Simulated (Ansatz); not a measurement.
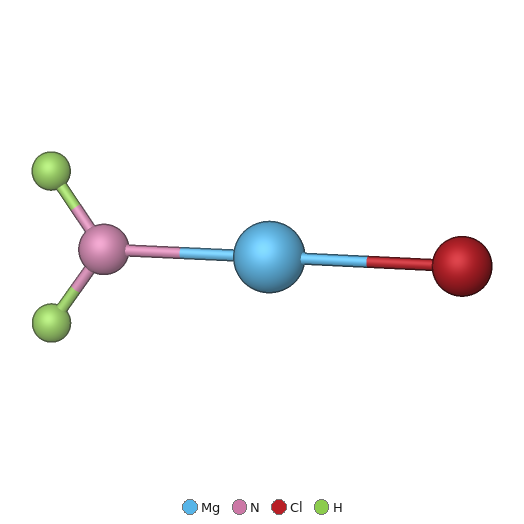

Ball-and-stick drawing of a structure. Every bond is drawn as one stick, whatever its order.

The geometry was computed by an optimisation with PBE0-D4/def2-TZVP.

What is the molecular formula?

Answer. ClH₂MgN, 5 atoms: 1 chlorine, 2 hydrogen, 1 magnesium and 1 nitrogen.

Count the bonded pairs by element.

Answer. 2 N–H, 1 Mg–N, 1 Cl–Mg. Sticks follow a distance rule.

More results for the same structure follow; atom numbers are the same in all pictures, views and colours differ.

### Geometry

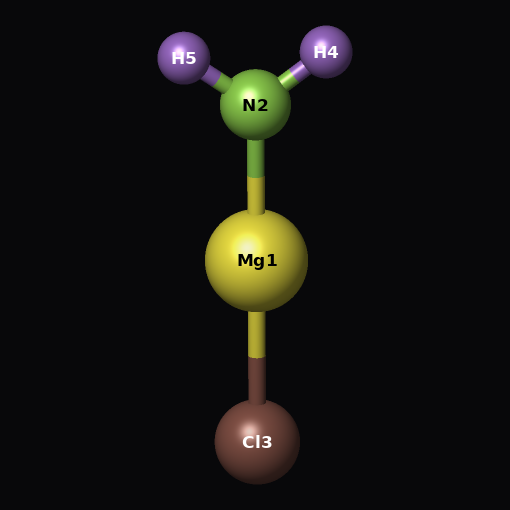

Atoms carry their numbers in the input.

Give these bond angles: N2–Mg1–Cl3, Mg1–N2–H4, H4–N2–H5.

```csv
angle,degrees
N2–Mg1–Cl3,179.9
Mg1–N2–H4,126.4
H4–N2–H5,107.4
```

### Electronic properties

Method: RKS PBE0-D4/def2-TZVPP (Ansatz 0.2.0).

What is the HOMO energy (Kohn–Sham orbital)?

Answer. −6.67 eV.

Give the HOMO–LUMO gap at this level.

Answer. 5.43 eV.

### Dipole moment

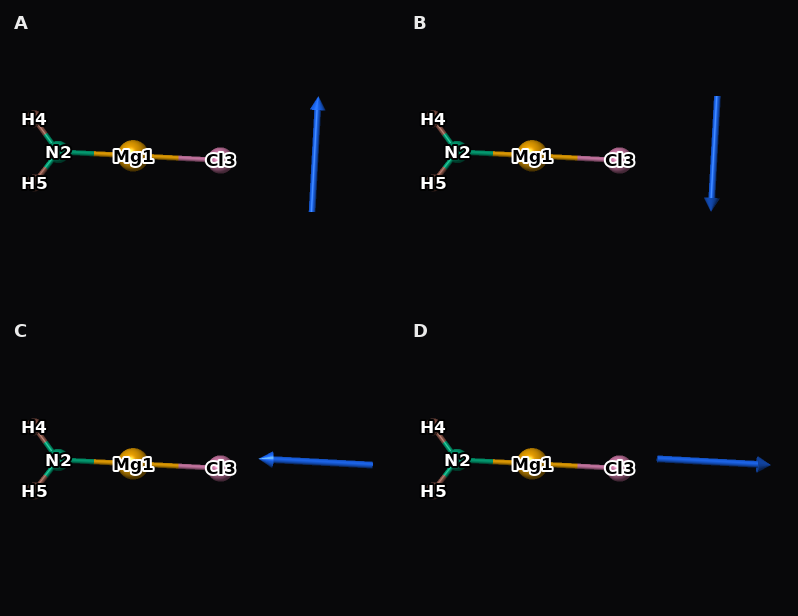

The same molecule four times, each with an arrow. Properties computed with RKS PBE0-D4/def2-TZVP (Ansatz 0.2.0).

Which arrow points along the dipole moment, from the negative to the positive end?

Answer. C. The dipole moment is 2.31 D; it points from the side of Cl3 to the side of H4, H5 (the outermost atoms at the two ends).

### Charges

The questions are on Mulliken charges. Properties computed with RKS PBE0-D4/def2-TZVP (Ansatz 0.2.0).

Give the Mulliken charges atom by atom.

```json
{"atom": "Mg1", "value (e)": "0.88"}
{"atom": "N2", "value (e)": "−0.90"}
{"atom": "Cl3", "value (e)": "−0.46"}
{"atom": "H4", "value (e)": "0.24"}
{"atom": "H5", "value (e)": "0.24"}
```

Mulliken values depend strongly on the basis set and can even reverse the polarity of a bond.
